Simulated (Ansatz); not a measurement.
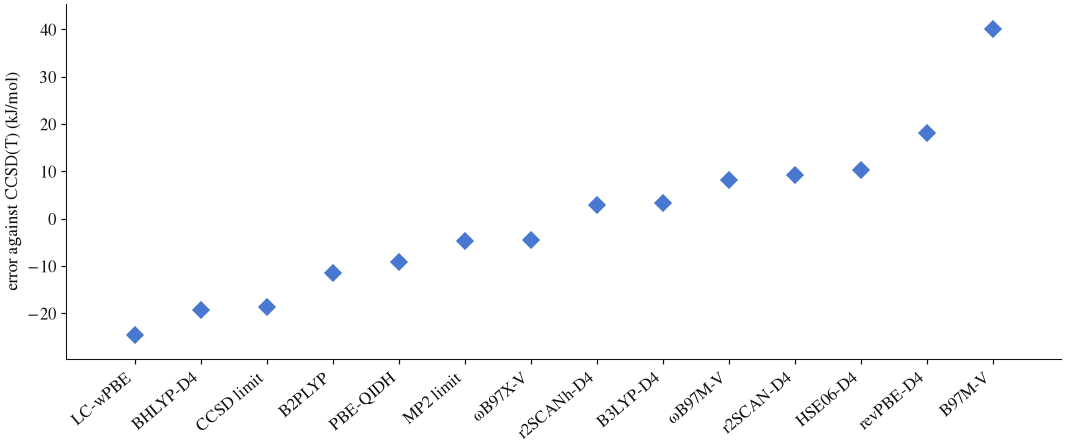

Error in the electronic atomisation energy (method less reference, so positive means overbinding) of Si₂, triplet: functionals in def2-TZVPP against frozen-core CCSD(T) at the limit (scheme: direct), which gives 317.5 kJ/mol, at a PBE0-D4/def2-TZVP geometry (a minimum by its frequencies), no zero-point or spin-orbit term, the Ansatz code. The reference leaves out core correlation, a term that grows with the number of heavy atoms. B2PLYP and PBE-QIDH hold a correlation term that converges slowly with the basis, so part of the distance to the limit is basis error. No dispersion term is added to LC-wPBE, B2PLYP and PBE-QIDH. Limit means the basis limit.

> What range do the values span?

From −24.5 kJ/mol (LC-wPBE) to 40.2 kJ/mol (B97M-V).

> Which of these levels overbind, and which underbind?

Overbind: HSE06-D4, revPBE-D4 and B97M-V. Underbind: LC-wPBE, BHLYP-D4, CCSD limit and B2PLYP. Within 10 kJ/mol of zero, too close to call in view of what the reference leaves out: PBE-QIDH, MP2 limit, ωB97X-V, r2SCANh-D4, B3LYP-D4, ωB97M-V and r2SCAN-D4.

Limits of at least one run: other spin states weren't compared here.
